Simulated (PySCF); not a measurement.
Run report: Ga3, frequency calculation

The run: frequency calculation of Ga3, multiplicity 2. Method and program: UKS-based PBE0, Ga def2-TZVP; non-relativistic Hamiltonian; density fitting (PySCF 2.14.0).

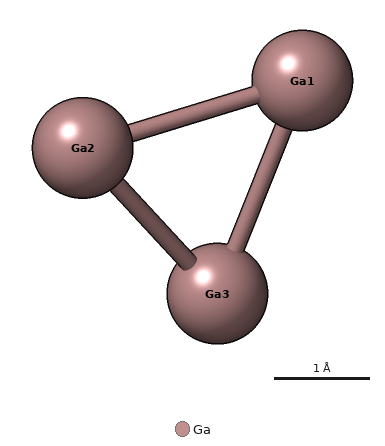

*The structure as given in the input (ball-and-stick view, seen at an oblique angle; atoms are numbered from 1 in the order of the input). Sticks mark near contacts.*

Bond lengths as drawn: Ga–Ga 2.52 Å.

Key numbers:

| quantity | value |
| --- | --- |
| outcome | converged |
| total energy | −5773.780458 hartree |
| ⟨S²⟩ | 0.770 |
| zero-point energy | 0.001076 hartree |
| dipole moment | 0.00 D |
| wavenumbers, lowest and highest | 129 and 214 cm⁻¹ |
| hardware | 4 threads of Arm Neoverse V1, 24 GiB of memory available, shared host |
| wall time | 57 s (CPU time 3.1 min) |
| peak memory | 1.2 GiB |

Input file:
```python
from pyscf import gto, scf, dft
mol = gto.M(atom='''
Ga     0.726328    -1.258038     0.000000
Ga    -1.452657     0.000001     0.000000
Ga     0.726329     1.258037     0.000000''',
    basis={'Ga': 'def2-TZVP'},
    charge=0, spin=1)
mf = dft.UKS(mol, xc='PBE0')
mf.grids.atom_grid = (75, 302)
aux = {'Ga': 'def2-universal-JKFIT'}
mf = mf.density_fit(auxbasis=aux)
mf.conv_tol = 1e-09
mf.diis_space = 10
mf.max_cycle = 60
mf.verbose = 4
mf.kernel()
```

The script is an equivalent of the set-up of the self-consistent field. The run itself was carried out by a driver, which started from the orbitals of the step before it where there was one and computed the further properties.

Command:
```bash
OMP_NUM_THREADS=4 python axn.py task.json out
```

The program's output:
```
init E= -5773.78045834521
  alpha nocc = 47  HOMO = -0.181395041906055  LUMO = -0.0971572392066985
  beta  nocc = 46  HOMO = -0.177578590022223  LUMO = -0.108460189956801
  HOMO = -0.177578590022  LUMO = -0.108460189957  gap/eV = 1.88081
cycle= 1 E= -5773.78045834436  delta_E= 8.48e-10  |g|= 3.97e-05  |ddm|= 6.68e-05
  alpha nocc = 47  HOMO = -0.181395219219276  LUMO = -0.0971590074739893
  beta  nocc = 46  HOMO = -0.177578766752434  LUMO = -0.108460370353244
  HOMO = -0.177578766752  LUMO = -0.108460370353  gap/eV = 1.88081
cycle= 2 E= -5773.78045834035  delta_E= 4.01e-09  |g|= 8.69e-05  |ddm|= 0.000145
  alpha nocc = 47  HOMO = -0.181395142140509  LUMO = -0.0971573054107312
  beta  nocc = 46  HOMO = -0.177578689353886  LUMO = -0.10846029434398
  HOMO = -0.177578689354  LUMO = -0.108460294344  gap/eV = 1.88081
cycle= 3 E= -5773.78045834542  delta_E= -5.06e-09  |g|= 9.47e-07  |ddm|= 9.98e-05
  alpha nocc = 47  HOMO = -0.181395116207684  LUMO = -0.0971572829404262
  beta  nocc = 46  HOMO = -0.177578663132203  LUMO = -0.108460269497265
  HOMO = -0.177578663132  LUMO = -0.108460269497  gap/eV = 1.88081
cycle= 4 E= -5773.78045834543  delta_E= -1.46e-11  |g|= 6.68e-08  |ddm|= 5.08e-07
  alpha nocc = 47  HOMO = -0.181395118047609  LUMO = -0.0971572873270375
  beta  nocc = 46  HOMO = -0.177578664533719  LUMO = -0.10846027266073
  HOMO = -0.177578664534  LUMO = -0.108460272661  gap/eV = 1.88081
Extra cycle  E= -5773.78045834543  delta_E= 7.28e-12  |g|= 5.59e-08  |ddm|= 5.3e-07
converged SCF energy = -5773.78045834543  <S^2> = 0.77025408  2S+1 = 2.0201525
```

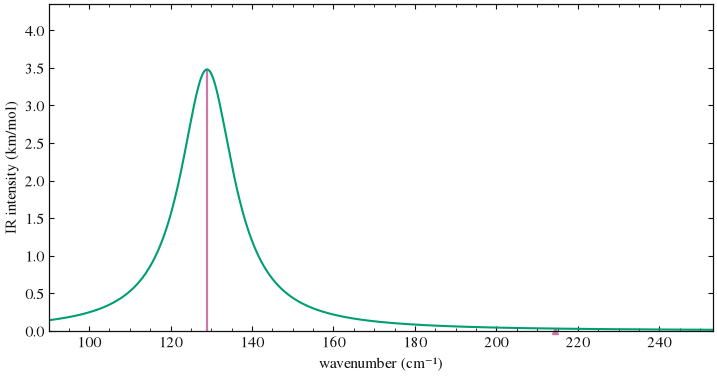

*Harmonic infrared spectrum, unscaled: sticks (degenerate modes added up, dark ones marked on the axis) with a Lorentzian envelope of 16 cm⁻¹ full width, scaled to the tallest stick.*

3 modes from 129 to 214 cm⁻¹, none imaginary. The strongest line is at 129 cm⁻¹ (3.5 km/mol). All modes, in cm⁻¹ (km/mol): 129 (1.7), 129 (1.7), 214 (0.0).
